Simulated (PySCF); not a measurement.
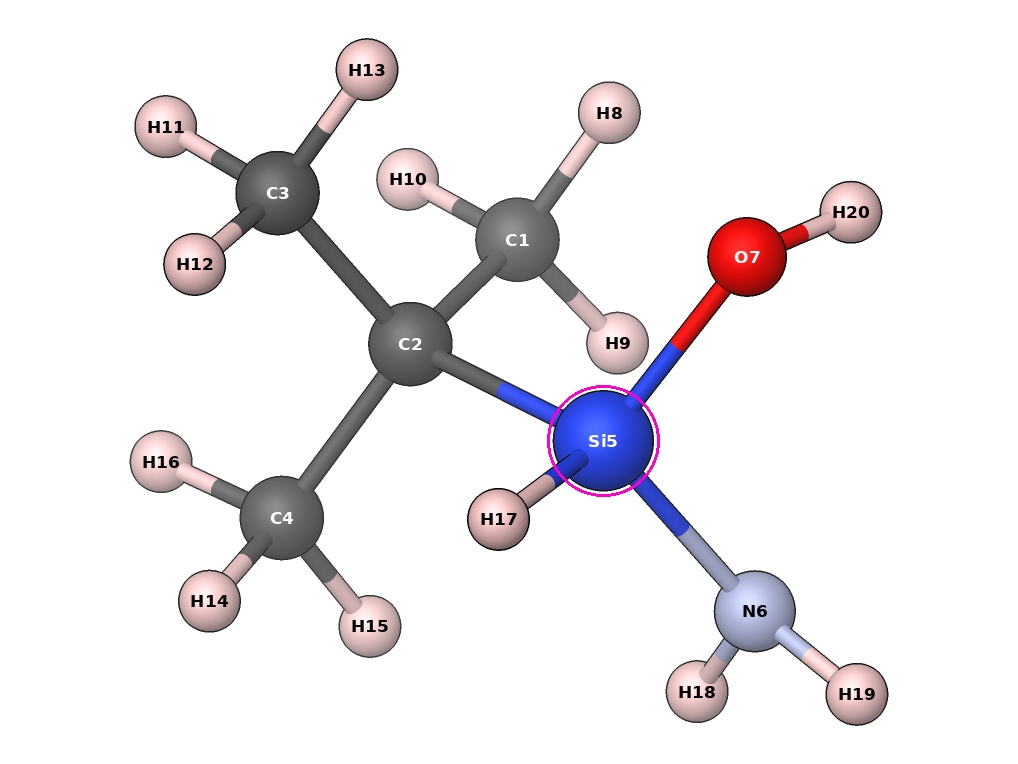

Distant atoms are faded towards the background colour. Circles mark the stereogenic atoms. Computed geometry: PBE0-D3(BJ)/def2-SVP optimisation. No frequency run is at hand to confirm it as a minimum.

### Give the R/S and E/Z labels.

Si5: S (priorities O7 > N6 > C2 > H17).
